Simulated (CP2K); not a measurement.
# GeH2S (SMILES [SH][GeH]) at PM6

Aim: the vertical ionisation energy of GeH2S at PM6, from 2 runs. 

The calculation is run with CP2K 2026.2.

6 further runs of the same task are left out: 1 that didn't finish, 5 set aside as unsound or not needed.

## Step 1: The structure to begin with

The species is GeH2S (4 atoms), meant as a singlet with charge 0. SMILES: `[SH][GeH]`. The shape is that of a PBE0-D4/def2-TZVP optimisation.

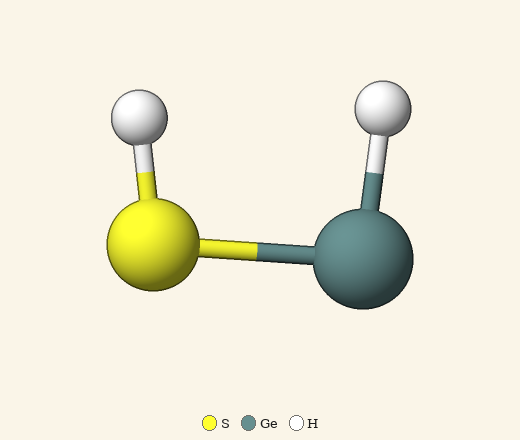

Viewed from a chosen angle; sulfur yellow, germanium teal, hydrogen white.

## Step 2: The energy at PM6

File job.inp:

```
&GLOBAL
   PROJECT_NAME job
   RUN_TYPE ENERGY
   PRINT_LEVEL MEDIUM
&END GLOBAL
&FORCE_EVAL
   METHOD Quickstep
   &DFT
      CHARGE 0
      MULTIPLICITY 1
      &QS
         METHOD PM6
         EPS_DEFAULT 1.0E-10
         &SE
            &COULOMB
               CUTOFF [angstrom] 50
               RC_RANGE [angstrom] 0
            &END COULOMB
            &EXCHANGE
               CUTOFF [angstrom] 50
               RC_RANGE [angstrom] 0
            &END EXCHANGE
         &END SE
      &END QS
      &POISSON
         PERIODIC NONE
         POISSON_SOLVER ANALYTIC
      &END POISSON
      &SCF
         SCF_GUESS ATOMIC
         EPS_SCF 1.0E-06
         MAX_SCF 100
         ADDED_MOS 8
         &DIAGONALIZATION
            ALGORITHM STANDARD
         &END DIAGONALIZATION
         &MIXING
            METHOD DIRECT_P_MIXING
            ALPHA 0.4
         &END MIXING
      &END SCF
      &PRINT
         &MOMENTS
            PERIODIC F
            REFERENCE COM
            MAX_MOMENT 1
         &END MOMENTS
         &MO ON
            ENERGIES T
            OCCUPATION_NUMBERS T
            NDIGITS 6
            &EACH
               QS_SCF 0
            &END EACH
            ADD_LAST NUMERIC
         &END MO
         &HIRSHFELD OFF
         &END HIRSHFELD
      &END PRINT
   &END DFT
   &SUBSYS
      &CELL
         ABC [angstrom] 13.6 14.6 13.5
         PERIODIC NONE
      &END CELL
      &COORD
         S     -0.443300    -1.201800     0.271700
         Ge    -0.841700     0.737900    -0.743600
         H      0.779200    -0.962100     0.771200
         H      0.561200     1.365900    -0.319400
      &END COORD
      &TOPOLOGY
         &CENTER_COORDINATES
         &END CENTER_COORDINATES
      &END TOPOLOGY
   &END SUBSYS
&END FORCE_EVAL
```

The run is started by

```
$ OMP_NUM_THREADS=1 cp2k.psmp job.inp > job.out
```

What it wrote:

```text
CP2K| version string:                                       CP2K version 2026.2
[...]
 GLOBAL| Method name                                                        CP2K
[...]
 GLOBAL| Run type                                                         ENERGY
[...]
                             - Atoms:                                          4
[...]
                             - Spherical basis functions:                     15
[...]
 Number of electrons:                                                         12
[...]
     1 P_Mix/Diag. 0.40E+00    0.0     0.84606373        -8.4420720198 -8.44E+00
[...]
    21 DIIS/Diag.  0.21E-06    0.0     0.00000098       -10.3070949932 -9.86E-12
  *** SCF run converged in    21 steps ***
  Core-core repulsion energy [eV]:                            256.29697902708210
  Core Hamiltonian energy [eV]:                              -420.14371373606230
  Two-electron integral energy [eV]:                         -233.24716719583995
  Electronic energy [eV]:                                    -536.76729733398224
  Total energy [eV]:                                         -280.47031830690020
  Atomic reference energy [eV]:                               282.18871057543629
  Heat of formation [kcal/mol]:                                39.62707024218859
[...]
 SE_DIPOLE| Moment [Debye]         -2.05209620      -1.49973847      -0.37491035
 SE_DIPOLE| Derivative [a.u.]       0.00000000       0.00000000       0.00000000
 ENERGY| Total FORCE_EVAL ( QS ) energy [hartree]            -10.307094993234745
[...]
```

Wall time 0.22 s (1 thread of Arm Neoverse V2, shared host).

## Step 3: The doublet cation, same level

File job.inp:

```
&global
 project_name job
 run_type ENERGY
 print_level MEDIUM
&end global

&force_eval
 method QS
 &dft
  charge 1
  multiplicity 2
  spin_polarized T
  &qs
   method PM6
   eps_default 1.0E-10
   &se
    &coulomb
     cutoff [angstrom] 50
     rc_range [angstrom] 0
    &end coulomb
    &exchange
     cutoff [angstrom] 50
     rc_range [angstrom] 0
    &end exchange
   &end se
  &end qs
  &poisson
   periodic NONE
   poisson_solver ANALYTIC
  &end poisson
  &scf
   scf_guess ATOMIC
   eps_scf 1.0E-06
   max_scf 100
   added_mos 4
   &diagonalization
    algorithm STANDARD
   &end diagonalization
   &mixing
    method DIRECT_P_MIXING
    alpha 0.4
   &end mixing
  &end scf
  &print
   &moments
    periodic F
    reference COM
    max_moment 1
   &end moments
   &mo ON
    energies T
    occupation_numbers T
    ndigits 6
    &each
     qs_scf 0
    &end each
    add_last NUMERIC
   &end mo
   &hirshfeld OFF
   &end hirshfeld
  &end print
 &end dft
 &subsys
  &cell
   abc 13.6 14.6 13.5
   periodic NONE
  &end cell
  &coord
   S     -0.443300    -1.201800     0.271700
   Ge    -0.841700     0.737900    -0.743600
   H      0.779200    -0.962100     0.771200
   H      0.561200     1.365900    -0.319400
  &end coord
  &topology
   &center_coordinates
   &end center_coordinates
  &end topology
 &end subsys
&end force_eval
```

The run is started by

```
$ OMP_NUM_THREADS=1 cp2k.psmp -i job.inp > job.out 2>&1
```

What it wrote:

```text
CP2K| version string:                                       CP2K version 2026.2
[...]
 GLOBAL| Method name                                                        CP2K
[...]
 GLOBAL| Run type                                                         ENERGY
[...]
                             - Atoms:                                          4
[...]
                             - Spherical basis functions:                     15
[...]
 Number of electrons:                                                          6
[...]
     1 P_Mix/Diag. 0.40E+00    0.0     0.46902494        -8.1034586487 -8.10E+00
[...]
    36 DIIS/Diag.  0.26E-06    0.0     0.00000099        -9.9942472977  2.04E-12
  *** SCF run converged in    36 steps ***
  Core-core repulsion energy [eV]:                            256.29697902708210
  Core Hamiltonian energy [eV]:                              -393.04897152466128
  Two-electron integral energy [eV]:                         -270.41061415325640
  Electronic energy [eV]:                                    -528.25427860128946
  Total energy [eV]:                                         -271.95729957420735
  Atomic reference energy [eV]:                               282.18871057543629
  Heat of formation [kcal/mol]:                               235.94196147529570
[...]
 SE_DIPOLE| Moment [Debye]         -0.78807485      -2.68191509       0.74577586
 SE_DIPOLE| Derivative [a.u.]       0.00000000       0.00000000       0.00000000
 ENERGY| Total FORCE_EVAL ( QS ) energy [hartree]             -9.994247297668476
[...]
```

Run time: 0.26 s. Hardware: 1 thread of Arm Neoverse V2, shared host.

## Step 4: Results

Level: PM6.

```
                                          quantity           value
                       singlet GeH2S: total energy    -10.30709 Eh
                      singlet GeH2S: dipole moment          2.57 D
                        singlet GeH2S: HOMO energy        -8.69 eV
                        singlet GeH2S: LUMO energy        -1.76 eV
                      singlet GeH2S: HOMO–LUMO gap         6.92 eV
                  singlet GeH2S: heat of formation   39.6 kcal/mol
                      doublet cation: total energy     -9.99425 Eh
doublet cation: HOMO energy (highest over α and β)       -14.56 eV
 doublet cation: LUMO energy (lowest over α and β)        -8.33 eV
                 doublet cation: heat of formation  235.9 kcal/mol
vertical ionisation energy (to the doublet cation)        8.513 eV
```

**Reading.** Removing an electron at fixed nuclei costs 8.51 eV (196 kcal/mol).
